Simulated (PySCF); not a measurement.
WH7 (charge −1): frequency calculation

System: WH7, charge −1.
Method: RKS-based PBE0, W def2-TZVPD with ECP60, H def2-TZVPD; non-relativistic Hamiltonian with a scalar-relativistic core potential; density fitting (PySCF 2.14.0).

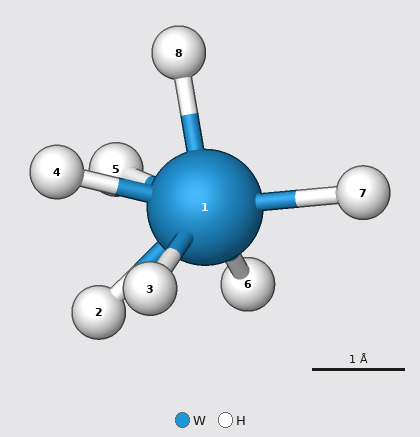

*The input geometry (ball-and-stick view, seen at a tilt; atoms are numbered from 1 in the order of the input). Sticks mark near contacts.*

Bond lengths as drawn: H–W 1.70 to 1.86 Å.

Key numbers:

| quantity | value |
| --- | --- |
| outcome | converged |
| total energy | −71.213835 hartree |
| HOMO | −2.37 eV |
| LUMO | 2.76 eV |
| zero-point energy | 0.048813 hartree |
| wavenumbers, lowest and highest | 340 and 2003 cm⁻¹ |
| hardware | 2 threads of Arm Neoverse N1, 54 GiB of memory available, shared host |
| wall time | 6.4 min (CPU time 8 min) |
| peak memory | 1.9 GiB |

Input:
```python
from pyscf import gto, scf, dft
mol = gto.M(atom='''
W      0.009268     0.000020    -0.010433
H     -0.111831    -0.001463     1.688137
H      0.546299     1.482745     0.672927
H     -1.276473     0.896354     0.655348
H     -1.274190    -0.900619     0.653942
H      0.550066    -1.482403     0.670607
H      1.246282     0.002681    -1.403060
H     -1.371686    -0.000934    -1.033577''',
    basis={'W': 'def2-TZVPD', 'H': 'def2-TZVPD'},
    ecp={'W': 'def2-TZVPD'},
    charge=-1, spin=0)
mf = dft.RKS(mol, xc='PBE0')
mf.grids.atom_grid = (75, 302)
aux = {'W': 'def2-universal-JKFIT', 'H': 'def2-universal-JKFIT'}
mf = mf.density_fit(auxbasis=aux)
mf.conv_tol = 1e-09
mf.diis_space = 10
mf.max_cycle = 60
mf.verbose = 4
mf.kernel()
```

The script is an equivalent of the set-up of the self-consistent field. The run itself was carried out by a driver, which started from the orbitals of the step before it where there was one and computed the further properties.

Launch command:
```bash
OMP_NUM_THREADS=2 python axn.py task.json out
```

What the program printed:
```
init E= -71.2138352374242
  HOMO = -0.0871627666803088  LUMO = 0.101353837135149  gap/eV = 5.12980
cycle= 1 E= -71.2138352374162  delta_E= 7.96e-12  |g|= 5.98e-06  |ddm|= 7.13e-06
  HOMO = -0.0871619058318482  LUMO = 0.101355099753354  gap/eV = 5.12981
Extra cycle  E= -71.2138352373726  delta_E= 4.37e-11  |g|= 1.42e-05  |ddm|= 1.67e-05
converged SCF energy = -71.2138352373726
```

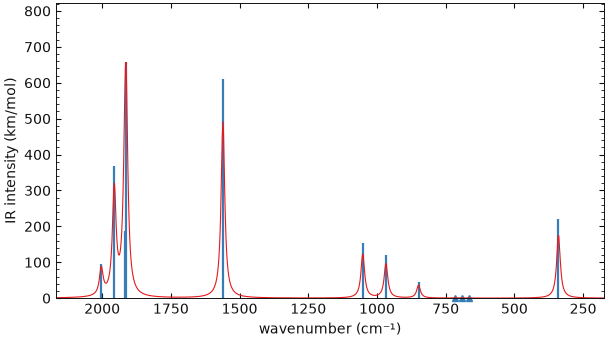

*Harmonic infrared spectrum, unscaled: sticks (degenerate modes added up, dark ones marked on the axis) with a Lorentzian envelope of 16 cm⁻¹ full width, scaled to the tallest stick.*

18 modes from 340 to 2003 cm⁻¹, none imaginary. The strongest line is at 1913 cm⁻¹ (657 km/mol).

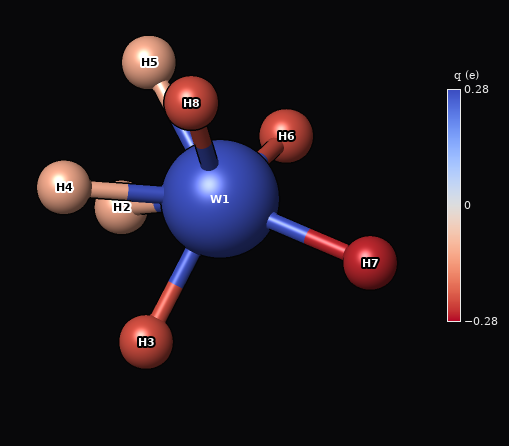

*Mulliken charges, as the colour of each atom (ball-and-stick view, seen at a tilt; atoms are numbered from 1 in the order of the input).*

By element: W +0.27 and H −0.26 to −0.11 e.
